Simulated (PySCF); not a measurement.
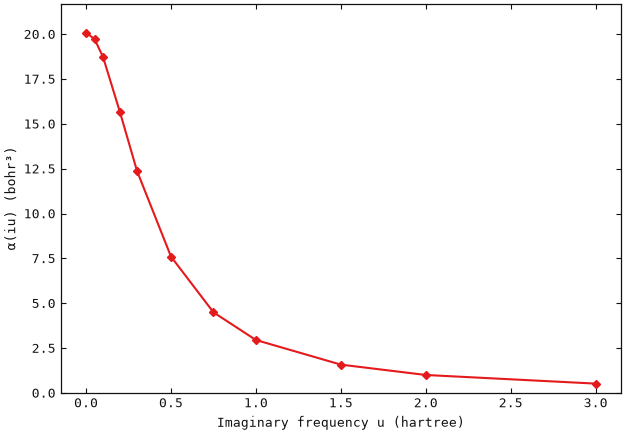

Dipole polarisability at imaginary frequency of Ge⁺ ([Ar] 3d¹⁰ 4s² 4p). Coupled response at the HF level; PySCF, x2c-TZVPPall plus 1 diffuse shell for each l, spin-free X2C-1e, unrestricted single determinants, no spin-orbit coupling. The static dipole polarisability is 20.1 bohr³; α(iu) falls to half of it near u = 0.38 hartree. The Casimir–Polder integral gives C₆ = 118 hartree bohr⁶ for two such species.

## Run report: Ge⁺, atomic calculation

- system: Ge⁺, configuration 1s2 2s2 2p6 3s2 3p6 3d10 4s2 4p1, multiplicity 2.
- method: unrestricted HF, x2c-TZVPPall plus 1 even-tempered diffuse shell per l, spin-free X2C-1e, Gaussian nucleus (PySCF)

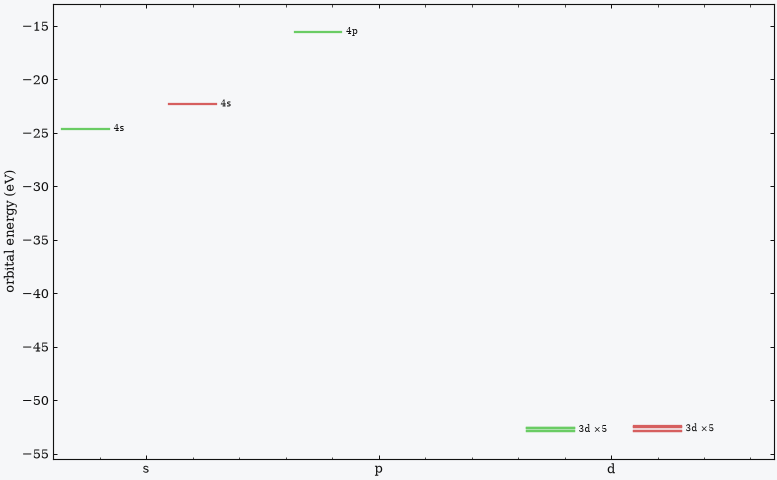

Orbital energies of the mean field, from the top down to −52.9 eV, by angular momentum, α spin at the left of each column and β at the right; ×n counts the orbitals under one label. The highest filled orbital is 4p α at −15.5 eV, the lowest empty one p α at −6.98 eV.

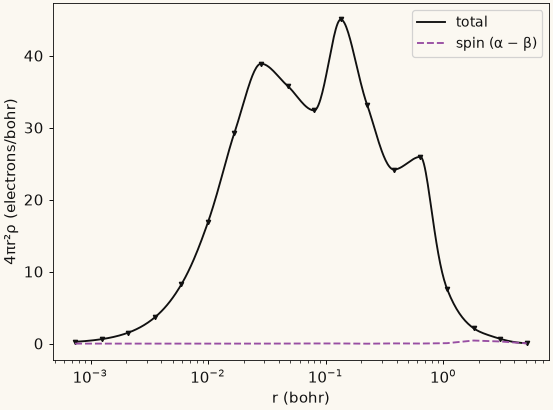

Spherically averaged radial density 4πr²ρ of the mean field and its spin part; markers are the stored points, which are sparse, and the line is a monotone interpolation between them. The largest stored value is 45.0 electrons/bohr at r = 0.13 bohr. Root-mean-square radii of the shells: 2s 0.227, 3s 0.667, 3p 0.701, 3d 0.813, 4s 2.24, 4p 2.80 bohr.

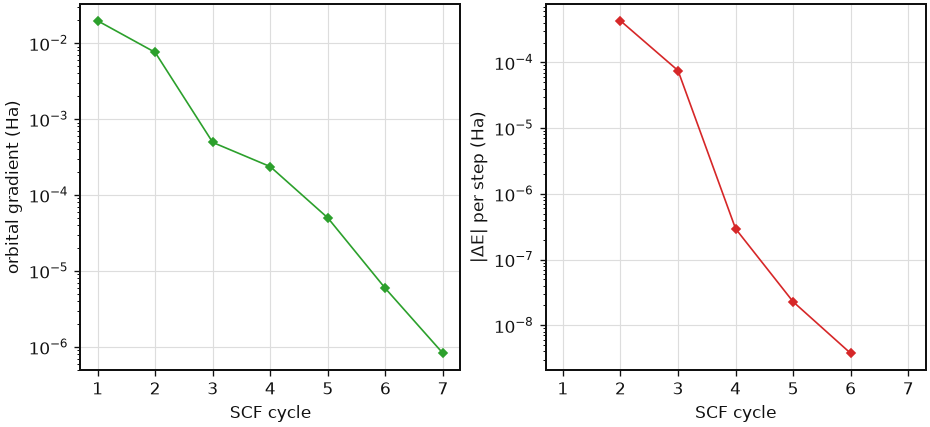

Convergence: orbital gradient and change of the energy from step to step (the smallest changes aren't drawn) against the SCF cycle. The residual falls at every step. It goes from 0.020 to 8.2×10⁻⁷ in 7 steps.

These pictures come from the run below.

Input file:
```python
from pyscf import gto, scf, dft, mp, cc
import basis_set_exchange as bse
mol = gto.M(atom="Ge 0 0 0", charge=1, spin=1, symmetry="D2h",
            basis=gto.basis.parse(bse.get_basis("x2c-TZVPPall", elements=["Ge"], fmt="nwchem", augment_diffuse=1)),
            nucmod="G")
mf = scf.UHF(mol).sfx2c1e()
mf.irrep_nelec = {'Ag': (6, 6), 'B1g': (1, 1), 'B2g': (1, 1), 'B3g': (1, 1), 'B1u': (2, 2), 'B2u': (3, 2), 'B3u': (2, 2)}
mf.kernel()
```

The script is an equivalent of what the driver set up; the driver started from orbitals of its own, so the log can be shorter than this script's would be, and it computed the properties (radii, ⟨L²⟩, response) afterwards. It held the occupations shell by shell, which the script's counts by irreducible representation don't always enforce.

The program's output (extracts):
```
damping factor = 0
level_shift factor = 0
DIIS = <class 'pyscf.scf.diis.CDIIS'>
diis_start_cycle = 1
diis_space = 10
diis_damp = 0
SCF conv_tol = 1e-09
SCF conv_tol_grad = None
number electrons alpha = 16  beta = 15
cycle= 1 E= -2096.77599557004  delta_E= -0.00316  |g|= 0.0197  |ddm|= 0.0549
cycle= 2 E= -2096.77642483139  delta_E= -0.000429  |g|= 0.00755  |ddm|= 0.0199
cycle= 3 E= -2096.7764998848  delta_E= -7.51e-05  |g|= 0.000492  |ddm|= 0.0127
cycle= 4 E= -2096.77650017893  delta_E= -2.94e-07  |g|= 0.000236  |ddm|= 0.00123
cycle= 5 E= -2096.77650020168  delta_E= -2.27e-08  |g|= 4.98e-05  |ddm|= 0.000318
cycle= 6 E= -2096.77650020541  delta_E= -3.73e-09  |g|= 5.86e-06  |ddm|= 0.00021
cycle= 7 E= -2096.77650020545  delta_E= -4e-11  |g|= 8.19e-07  |ddm|= 2.53e-05
converged SCF energy = -2096.77650020545  <S^2> = 0.76013817  2S+1 = 2.0101126
```

Results in brief:

```tsv
quantity	value
outcome	converged
total energy	−2096.7765 hartree
⟨S²⟩	0.760
⟨L²⟩	2.03
static polarisability	20.1 bohr³
C₆ of the like pair	118 hartree bohr⁶
SCF iterations	7
hardware	1 CPU thread, shared host
CPU time	4.2 s (integrals apart)
```
